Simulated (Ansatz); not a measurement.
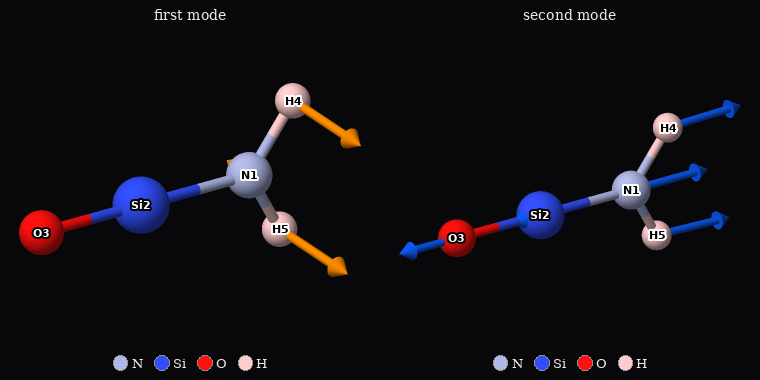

The system is H₂NOSi, SMILES N[Si+]=O, charge +1; the picture shows the reference structure; its two panels give the patterns of the first and the second mode as arrows. Coordinates scanned: (1) normal mode 3 (441 cm⁻¹); (2) normal mode 5 (900 cm⁻¹). Nothing is relaxed (straight displacements along the two mass-weighted modes). Grid: 15 × 15 points; 120 points were computed and 105 follow by symmetry. Points are written as (first, second). Energies: kcal/mol, counted from the lowest grid point. Method: Ansatz 0.2.0, RKS r2SCAN-D4/def2-TZVP.

Its coordinates:

```xyz
5

N    -0.4610    0.4632   -0.3198
Si    0.5689   -0.5716    0.3947
O     1.5172   -1.5245    1.0527
H    -1.0264    1.1310    0.1998
H    -0.5988    0.5020   -1.3274
```

Range: normal mode 3 (441 cm⁻¹) from −0.692 to 0.692 amu½·Å; normal mode 5 (900 cm⁻¹) from −0.634 to 0.634 amu½·Å.

Question: What landscape does the calculation give?

Answer: The lowest grid point is at (0.000 amu½·Å, 0.000 amu½·Å). No other kind of well shows on this grid. The highest grid point, (−0.692 amu½·Å, −0.634 amu½·Å), lies 34.3 kcal/mol above the lowest.

```tsv
normal mode 5 (900 cm⁻¹) ↓, normal mode 3 (441 cm⁻¹) →	−0.692	−0.593	−0.494	−0.395	−0.296	−0.198	−0.099	0.000	0.099	0.198	0.296	0.395	0.494	0.593	0.692
0.634	24.0	19.0	15.4	13.1	11.9	11.3	11.1	11.1	11.1	11.3	11.9	13.1	15.4	19.0	24.0
0.544	21.7	16.6	12.9	10.6	9.3	8.7	8.4	8.4	8.4	8.7	9.3	10.6	12.9	16.6	21.7
0.453	19.7	14.5	10.7	8.3	7.0	6.3	6.1	6.0	6.1	6.3	7.0	8.3	10.7	14.5	19.7
0.363	17.9	12.7	8.9	6.4	5.0	4.3	4.0	4.0	4.0	4.3	5.0	6.4	8.9	12.7	17.9
0.272	16.6	11.2	7.4	4.8	3.4	2.7	2.4	2.3	2.4	2.7	3.4	4.8	7.4	11.2	16.6
0.181	15.6	10.2	6.3	3.7	2.2	1.4	1.1	1.1	1.1	1.4	2.2	3.7	6.3	10.2	15.6
0.091	15.1	9.6	5.6	3.0	1.5	0.7	0.4	0.3	0.4	0.7	1.5	3.0	5.6	9.6	15.1
0.000	15.1	9.6	5.5	2.8	1.2	0.4	0.1	0.0	0.1	0.4	1.2	2.8	5.5	9.6	15.1
−0.091	15.7	10.0	6.0	3.2	1.6	0.7	0.4	0.3	0.4	0.7	1.6	3.2	6.0	10.0	15.7
−0.181	16.8	11.1	7.0	4.2	2.6	1.7	1.3	1.2	1.3	1.7	2.6	4.2	7.0	11.1	16.8
−0.272	18.7	12.9	8.7	5.9	4.2	3.3	2.9	2.8	2.9	3.3	4.2	5.9	8.7	12.9	18.7
−0.363	21.2	15.5	11.2	8.3	6.6	5.7	5.3	5.2	5.3	5.7	6.6	8.3	11.2	15.5	21.2
−0.453	24.6	18.8	14.5	11.6	9.8	8.9	8.5	8.4	8.5	8.9	9.8	11.6	14.5	18.8	24.6
−0.544	29.0	23.1	18.7	15.8	14.0	13.0	12.6	12.5	12.6	13.0	14.0	15.8	18.7	23.1	29.0
−0.634	34.3	28.3	24.0	21.0	19.1	18.2	17.7	17.6	17.7	18.2	19.1	21.0	24.0	28.3	34.3
```

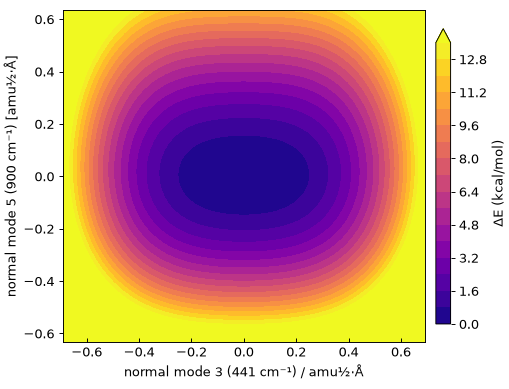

Drawn: filled contours, one colour for all values above the top of the scale. Between grid points the surface is interpolated.

Each point was launched as `ansatz run input.yaml --threads 1 --pin off --max-ram 2560MiB --backend cpu --events-out ev --progress --plain --runs-dir out`. Time for the 120 points that were run: 5.5 min on 1 thread of Intel(R) Xeon(R) 6975P-C (Granite Rapids) (shared host).
